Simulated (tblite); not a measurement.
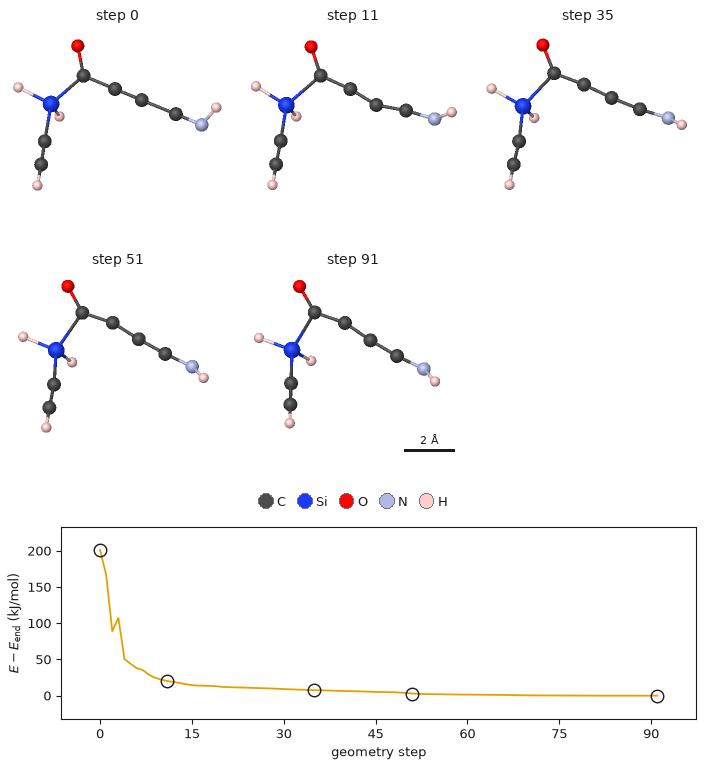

Frames of a relaxation of C₆H₄NOSi (multiplicity 2), marked on the history of the run. The picture is a ball-and-stick view, seen at a tilt.

Level of theory: tblite 0.8.0, GFN2-xTB geometry optimisation, gas phase. 

### What happens along the run?

The largest move after the best rigid fit is that of an H atom, 1.38 Å. Largest moves by element: H 1.38 Å, N 0.63 Å, C 0.62 Å, O 0.56 Å, Si 0.28 Å. Near-neighbour distances that change, for instance: C–C 1.540 → 1.285 Å, C–Si 1.857 → 1.980 Å, C–C 1.429 → 1.350 Å, C–Si 1.904 → 1.846 Å. Among the angles between lasting bonds that change: C–C–C 179.7° → 162.3°, C–N–H 111.4° → 128.3°, O–C–C 121.3° → 135.4°. Over 91 geometry steps the energy falls by 201.1 kJ/mol. From step 0 to 11: the N atom moves most (0.29 Å), energy −180.9 kJ/mol. From step 11 to 35: an H atom moves most (0.55 Å), energy −12.6 kJ/mol. From step 35 to 51: an H atom moves most (0.50 Å), energy −4.63 kJ/mol. From step 51 to 91: an H atom moves most (0.41 Å), energy −2.94 kJ/mol.

```tsv
step	E − E(0), kJ/mol
0	0.00
1	-34.00
2	-112.07
3	-93.77
4	-150.58
5	-157.13
6	-163.22
7	-165.75
8	-172.32
9	-176.36
10	-178.85
14	-185.16
19	-188.10
23	-189.74
27	-190.87
31	-192.27
36	-193.67
40	-194.66
44	-195.62
48	-196.36
53	-198.81
57	-199.37
61	-199.69
65	-199.97
70	-200.60
74	-200.78
78	-200.96
82	-201.03
87	-201.05
91	-201.07
```
